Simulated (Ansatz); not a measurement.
## Electronic structure of C2H3ClFN (SMILES CN=C(F)Cl) in real space

The calculation's input:

```
crystal:
  periodic: [false, false, false]
  atoms:
    - {symbol: C, position_ang: [-1.051688, 0.314709, 0.018055]}
    - {symbol: N, position_ang: [0.334903, 0.581390, -0.279020]}
    - {symbol: C, position_ang: [1.206390, -0.268195, -0.073835]}
    - {symbol: F, position_ang: [1.010681, -1.491450, 0.424998]}
    - {symbol: Cl, position_ang: [2.867495, -0.023917, -0.400857]}
    - {symbol: H, position_ang: [-1.403422, 1.068511, 0.725621]}
    - {symbol: H, position_ang: [-1.241333, -0.680223, 0.428265]}
    - {symbol: H, position_ang: [-1.630925, 0.442074, -0.898925]}
basis:
  gaussian: {orbitals: def2-TZVPP}
hamiltonian: {xc: pbe0, dispersion: d4}
output: {orbitals: {seedname: orbitals}}
```

Run with:

```sh
ansatz run in.yaml --threads 2 --pin off --events-out ev --progress --plain --max-ram 4352MiB
```

Geometry: PBE0-D4/def2-TZVP.

These are results of RKS PBE0-D4/def2-TZVPP (Ansatz), not measurements.

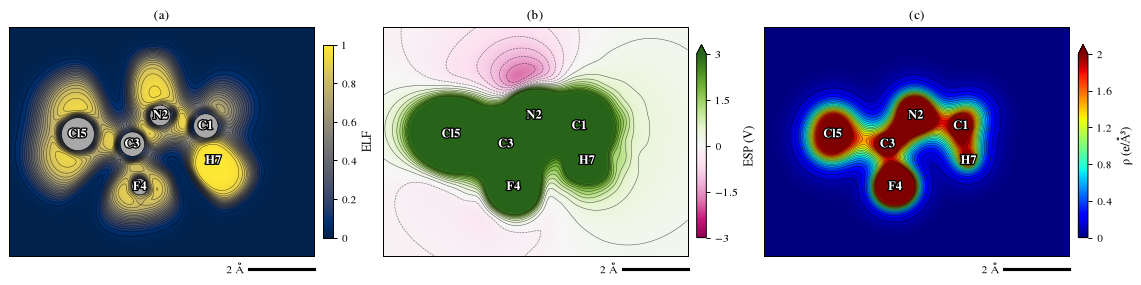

Figure 1. (a) ELF; (b) electrostatic potential; (c) electron density on the plane of atoms N2, C3 and Cl5. Grey discs cover the atomic cores in the ELF map.

Question: Interpret the plot.

Answer: The section cuts through C, N, F, Cl and H sites.
C–N (1.23 Å): ρ at the midpoint is about 3.1 e/Å³; the ELF peaks at about 0.90 between the atoms (a multiple bond).
C–F (1.34 Å): ρ at the midpoint is about 2.4 e/Å³; the ELF peaks at about 0.80 between the atoms; a shared but strongly polarised pair.
C–Cl (1.71 Å): the density is about 1.6 e/Å³ at the midpoint; the ELF peaks at about 0.90 between the atoms: a shared electron pair.
C–H (1.09 Å): ρ at the midpoint is about 2 e/Å³; the ELF climbs to about 1 towards the hydrogen, as it does in any bond to H; a covalent bond by its length.
The ELF also peaks beside F4, Cl5 and N2, away from the bonds: lone-pair regions.
Outside the dense part of the molecule the potential is most negative (−1.8 V) near N2.

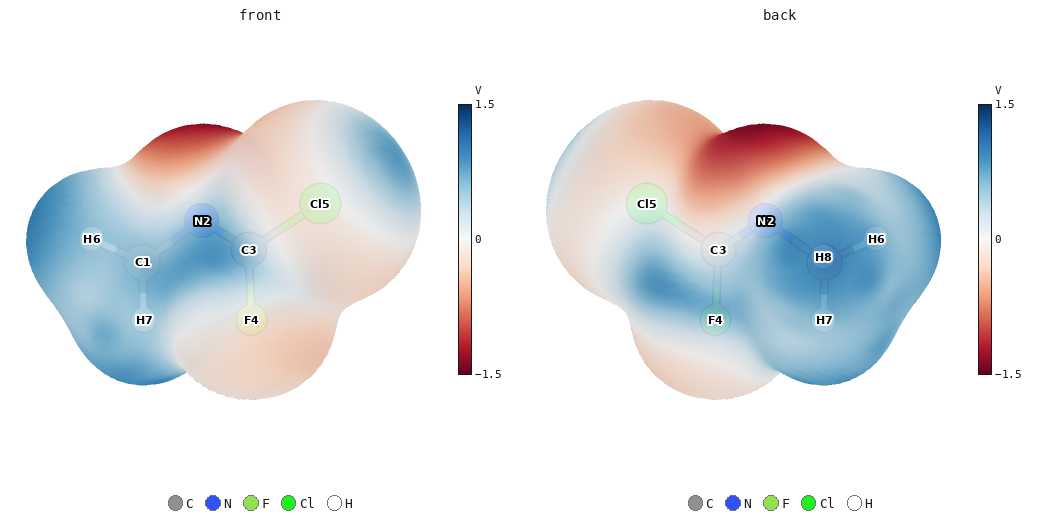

Figure 2. The molecular electrostatic potential painted on the density surface at 0.002 e/bohr³, seen from the front and from behind; red is negative and blue positive.

Question: Where is the surface potential most negative and most positive?

Answer: The most negative region (about −1.4 V) lies over N2, the most positive (about +1.0 V) over H6, H7 and H8. Cl5 shows a σ-hole: about +0.9 V at the tip opposite its bond, against about −0.2 V on its flanks. N2 is the likeliest acceptor of a hydrogen bond.

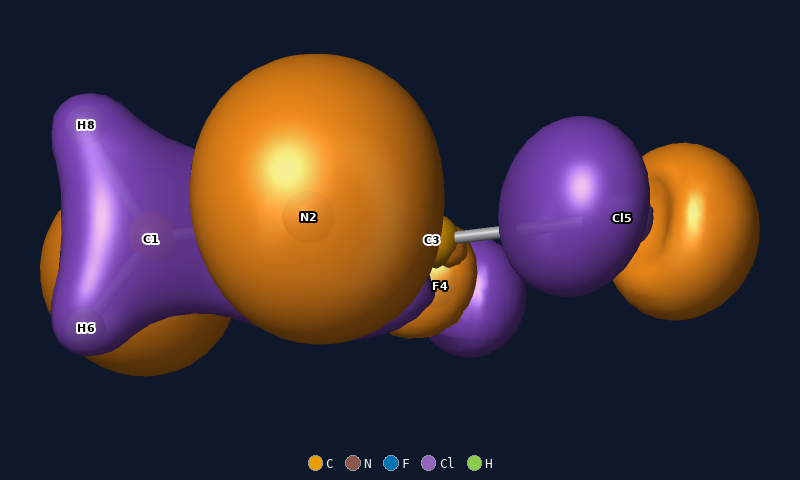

Figure 3. The HOMO at ±0.1 Å⁻³ᐟ² (orange and purple are the two phases), seen from one side.

Question: What is the character of this orbital?

Answer: Its weight (Hirshfeld) is mainly on N2 (about 60 %), C1 (about 10 %), Cl5 (about 10 %), C3 (about 10 %) and H7 (about 5 %). Its energy is −8.38 eV.
